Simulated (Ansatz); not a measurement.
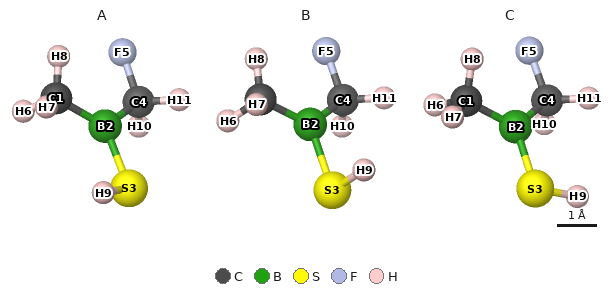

3 geometries from a converged minimum-energy path of C2H6BFS, shuffled. Style: ball-and-stick. Shown at a tilt.

These are results of RKS PBE-D4/6-31G* in Ansatz 0.2.0, not measurements. Set-up: 7 movable images; climbing image; force threshold 0.05 eV/Å; iteration limit 58; starting path through a guess of the saddle point.

Q: Which of them lies highest in energy?

A: B. In order along the path, whose images run from 0 to 8: C (image 1, 0.00 eV), B (image 4, +0.62 eV), A (image 6, +0.07 eV). The motion is a rotation about the B2–S3 bond by about 180°. No bond forms or breaks between the ends. Among the angles between lasting bonds that change up to the highest image: B2–S3–H9 99.4° → 92.4°, S3–B2–C4 119.9° → 115.0°.

The run took 9.4 min on 1 thread of Arm Neoverse V1 (shared host), peak memory 0.12 GiB.
